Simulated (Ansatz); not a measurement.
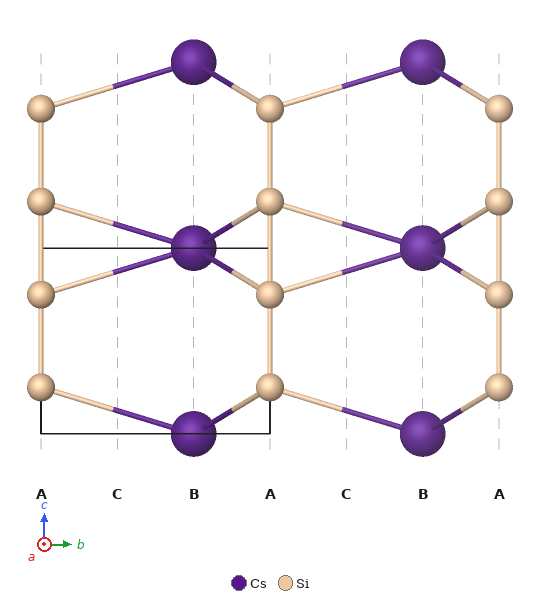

The picture looks along a close-packed row of the hexagonal mesh; c points upwards. The dashed lines mark the three columns A (0, 0), B (1/3, 2/3) and C (2/3, 1/3). The sequence starts with the first layer at or above the cell's origin.

The compound is CsSi₂ (space group P-6m2, No. 187), taken as the input geometry of an electronic-structure calculation (not necessarily at equilibrium); the starting structure was generated, so it need not be a known form of this composition.

Question: Read off the stacking sequence over one period.

Answer: Cs(B) – Si(A) – Si(A) (three layers in 4.48 Å).

Question: How are the Si layers alone stacked?

Answer: Si layers alone: AA, a sequence in which some neighbouring layers lie directly above each other.

Question: Which positions between or in the Si layers do the other atoms fill?

Answer: Cs: one trigonal-prismatic site, counted in one hexagonal cell. One of the two gaps between Si layers is empty, 2.24 Å wide.
